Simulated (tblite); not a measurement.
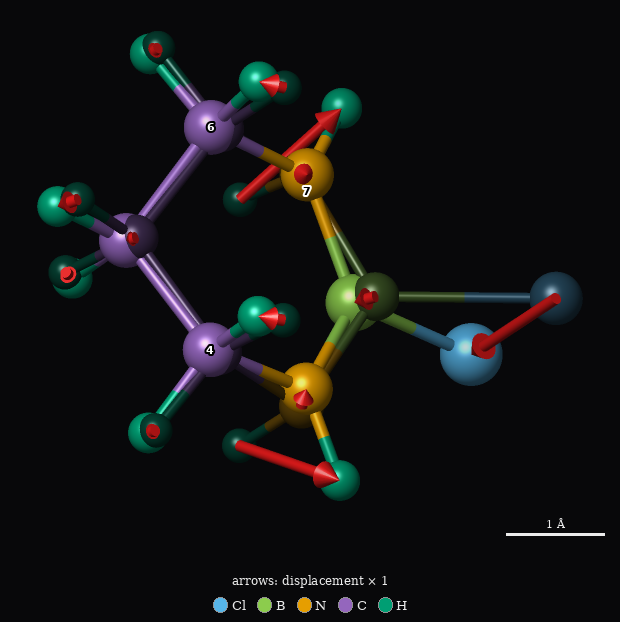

This is a relaxation of C3H8BClN2. The starting structure is drawn faded, the final one solid; red arrows show the displacements, at their true length. The two geometries are superimposed by the best rigid fit.

A ball-and-stick model, seen at a tilt.

Theory: GFN2-xTB geometry optimisation, gas phase in tblite. 

**What did the optimiser do to the structure, and how much energy did it gain?**

The Cl atom moves most after the best rigid fit: 1.65 Å. By element the largest moves are Cl 1.65 Å, H 1.45 Å, B 0.27 Å, N 0.23 Å, C 0.12 Å. Near-neighbour distances that change, for instance: B–N 1.528 → 1.400 Å, B–Cl 1.859 → 1.748 Å, H–N 1.041 → 1.006 Å, C–N 1.481 → 1.449 Å. Bond angles that change, for instance: B–N–H 106.7° → 122.5°, B–N–C 109.3° → 121.9°, B–N–C 109.6° → 121.9°. The energy falls by 46.7 kcal/mol in 59 geometry steps.
